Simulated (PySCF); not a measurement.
# C₆H₅N₃, SMILES `c1ccc2[nH]nnc2c1`: electronic structure

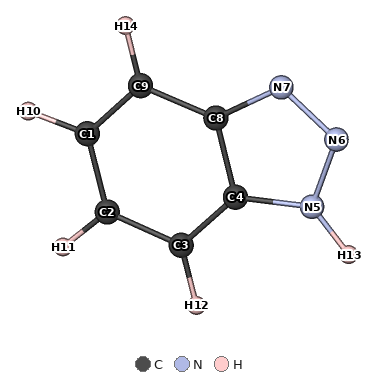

The molecule, with its atoms numbered as below. No frequency check shows the geometry to be a minimum.

Geometry (Å), atoms numbered from 1:

```
C1       2.0933   -0.6789    0.0000
C2       2.0709    0.7235    0.0000
C3       0.8927    1.4352    0.0000
C4      -0.2799    0.6904    0.0000
N5      -1.6068    0.9912    0.0000
N6      -2.3283   -0.1409    0.0000
N7      -1.5670   -1.1481    0.0000
C8      -0.2684   -0.7278    0.0000
C9       0.9390   -1.4253    0.0000
H10      3.0508   -1.1780    0.0000
H11      3.0095    1.2574    0.0000
H12      0.8771    2.5143    0.0000
H13     -2.0574    1.8916    0.0000
H14      0.9497   -2.5028    0.0000
```

## 1. Excited states

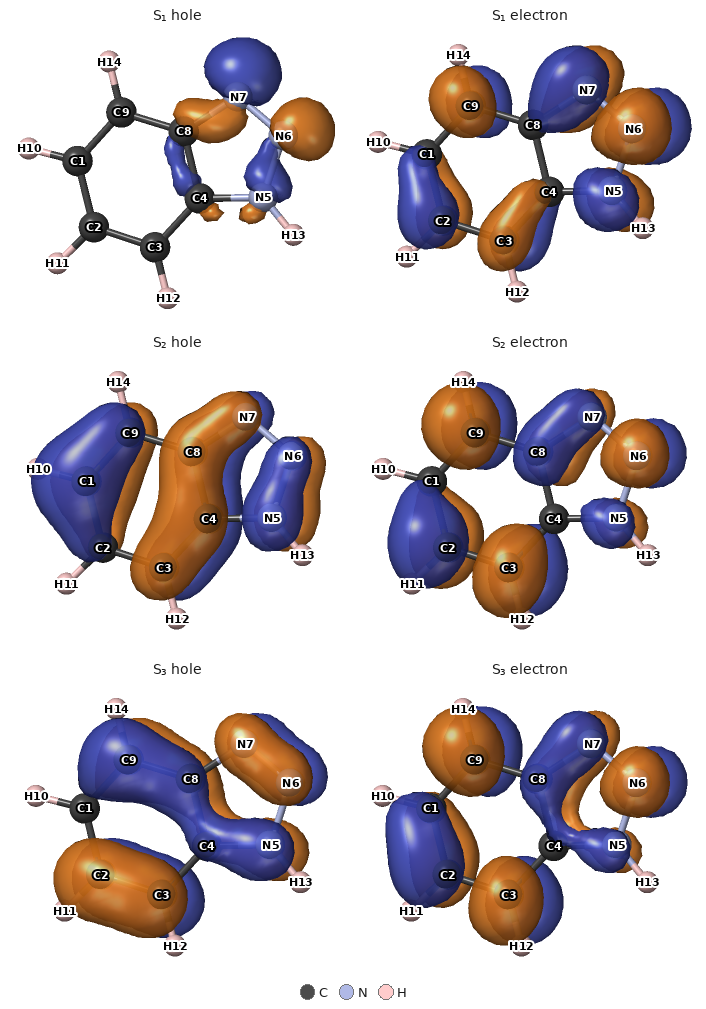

Leading natural transition orbitals (full linear response singlet states).

PySCF calculation, ωB97X/def2-SVP, gas phase; geometry: GFN2-xTB. Without diffuse functions Rydberg states are missing, so the states' numbers hold for this basis only.

Q: Give the energy and character of each state.

A: By state:
- S₁: 5.18 eV (239 nm), f = 0.008, n → π*; the leading pair carries 100 %; hole on N7 (48 %), N6 (27 %) and C8 (9 %), electron on N6 (33 %), N7 (21 %) and N5 (11 %); their centroids lie 0.9 Å apart; S₂ lies within 0.1 eV of it.
- S₂: 5.27 eV (235 nm), f = 0.067, π → π*; the leading pair carries 80 %; hole on C1 (19 %), C4 (13 %) and C8 (12 %), electron on C2, C3 and C9 (15 % each), N6 (12 %) and C1 and C8 (9 % each) (shares are of the whole state, not of the leading pair alone); their centroids lie 0.1 Å apart; S₁ lies within 0.1 eV of it.
- S₃: 5.72 eV (217 nm), f = 0.111 (bright), π → π*; the leading pair carries 83 %; hole on C2 and C3 (15 % each), C9 (14 %) and C8 (10 %), electron on C9 (17 %), C3 (14 %) and N6 (14 %) (shares are of the whole state, not of the leading pair alone); their centroids lie 0.2 Å apart.

## 2. In an electric field

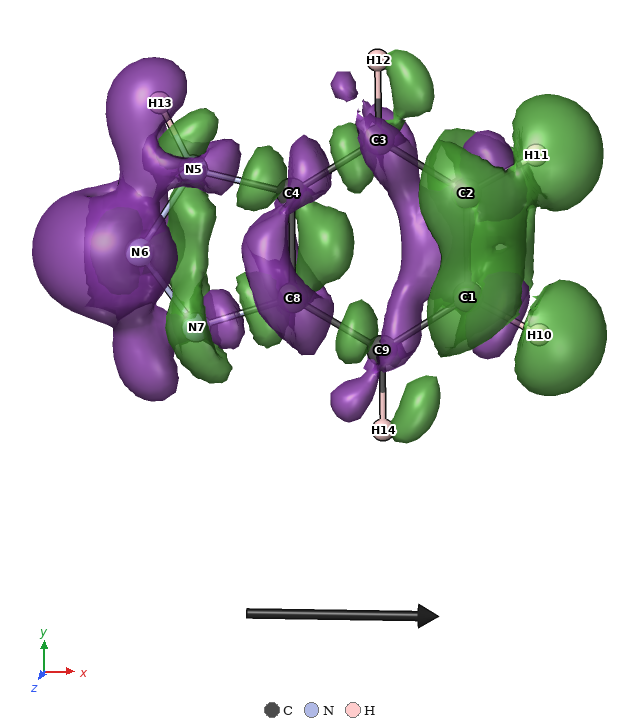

Change of the electron density in a uniform field of 0.10 V/Å along +x (arrow), surfaces at ±0.0008 e/Å³ (purple: gain, green: loss).

Method: HF/6-31+G*; geometry: GFN2-xTB; program: PySCF. The basis has diffuse s and p functions alone, which still leaves polarisabilities too small, most of all across bonds.

Q: How large is the response?

A: The induced dipole is 0.55 D (along the field); α along this axis, from the fields in both directions, is 108 bohr³ (16.1 Å³).

Q: Which atoms gain and lose the most charge?

A: Electrons gather most on N6 (Hirshfeld charge changes by −0.010 e) and leave C2 most (+0.006 e); 0.038 electrons are displaced in all.

## 3. Removing or adding an electron

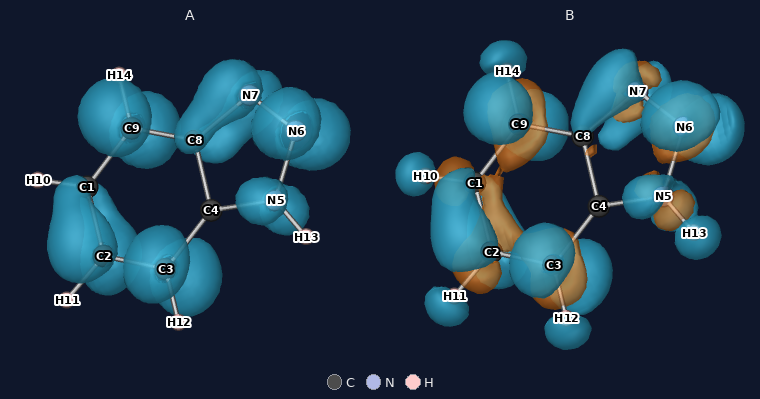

The Fukui function f⁺ from two separate SCF calculations and the density of the LUMO, at ±0.02 e/Å³ (light blue positive, orange negative).

Method: BLYP/def2-SVP; geometry: GFN2-xTB; program: PySCF.

Q: Which panel is which, and how good is the frozen-orbital picture?

A: B is f⁺ (it has negative regions), A the LUMO density. The LUMO lies on N6 (21 %), C9 (16 %) and C3 (14 %); f⁺ (Hirshfeld-condensed) is largest on N6 (0.14), C9 (0.11) and C3 (0.10); the vertical electron affinity is −0.94 eV (the stability of the anion's solution wasn't checked; negative, but this basis has no diffuse functions, so it doesn't show that the anion is unbound). Relaxation shifts 21 % of the electron between atoms. The orbital energy is −1.77 eV.

## 4. Magnetic shielding

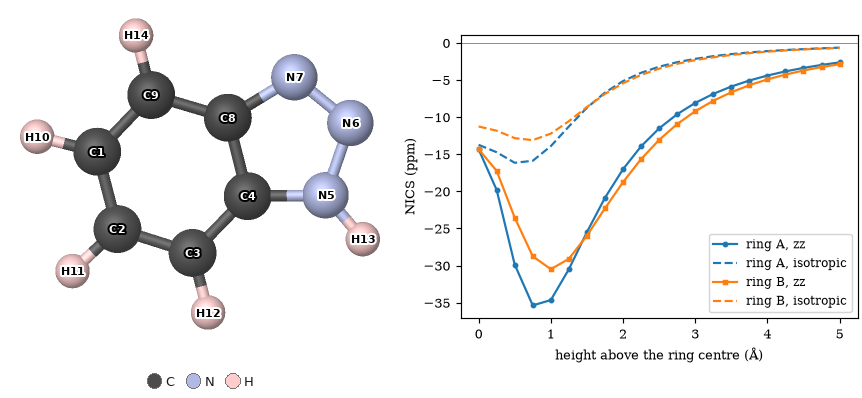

GIAO NICS scans along the ring normals; ring A: 5-membered ring C4/N5/N6/N7/C8; ring B: 6-membered ring C1/C2/C3/C4/C8/C9.

Method: PBE0/6-31G*; geometry: GFN2-xTB; program: PySCF.

Q: Read the scans.

A: Ring A is strongly diatropic (aromatic): NICSzz reaches −35.4 ppm at 0.75 Å; NICS(0) = −13.7, NICS(1) = −13.9, NICS(1)zz = −34.6 ppm. Ring B is strongly diatropic (aromatic): NICSzz reaches −30.5 ppm at 1.00 Å; NICS(0) = −11.3, NICS(1) = −12.2, NICS(1)zz = −30.5 ppm.

Q: What absolute proton shieldings does the same calculation give?

A: From 21.8 ppm (H13) to 24.9 ppm (H10).

## 5. The π system

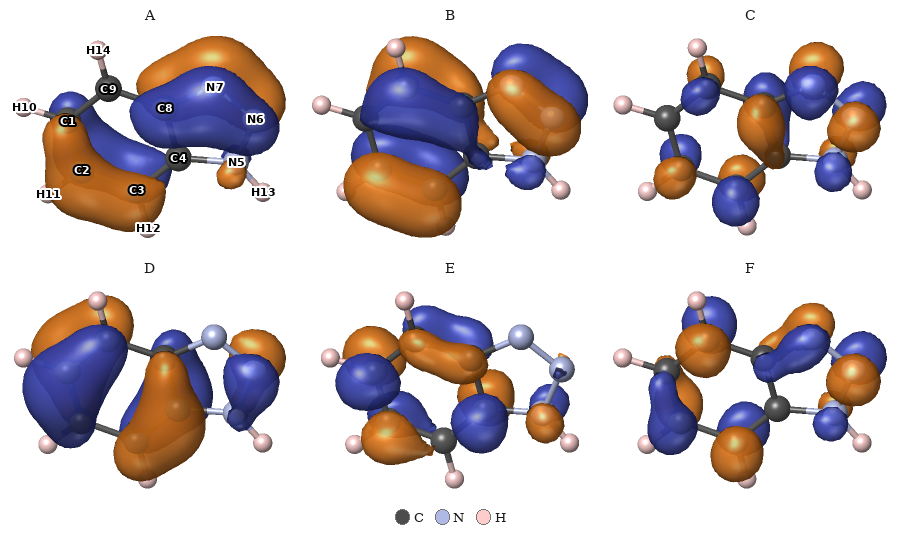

Natural orbitals of the π active space, CASSCF(10,9), singlet state, in random order. Only those nearest the frontier are drawn.

PySCF calculation, 6-31G* basis, gas phase; geometry: GFN2-xTB.

Q: Which orbitals are strongly, which singly and which weakly occupied?

A: Strongly: A (1.94), D (1.91), B (1.89). Weakly: F (0.12), E (0.09), C (0.07). Broadly, orbitals with more nodes between bonded atoms hold fewer electrons.

Q: How multiconfigurational is the state?

A: The leading determinant weighs 0.85; the effective number of unpaired electrons, Σ n²(2−n)², is 0.19; the most occupied of the weakly occupied orbitals holds 0.12 e, as in an ordinary closed-shell π system. The active space lowers the energy by 2.94 eV against Hartree–Fock.

Q: Where does the lowest triplet lie relative to the singlet, at this geometry and within this active space?

A: 4.02 eV above it by strongly contracted NEVPT2 (+3.71 eV by CASSCF); a small basis tends to put such gaps a few tenths of an eV too high. This is a vertical energy for π states alone; a state that uses lone pairs or σ orbitals may lie lower.

The PySCF runs shown took 20 min, 9.9 s, 9.5 min, 68 s and 81 s on 1 thread of Intel(R) Xeon(R) Platinum 8259CL CPU @ 2.50GHz (Skylake/Cascade Lake), on a shared host.
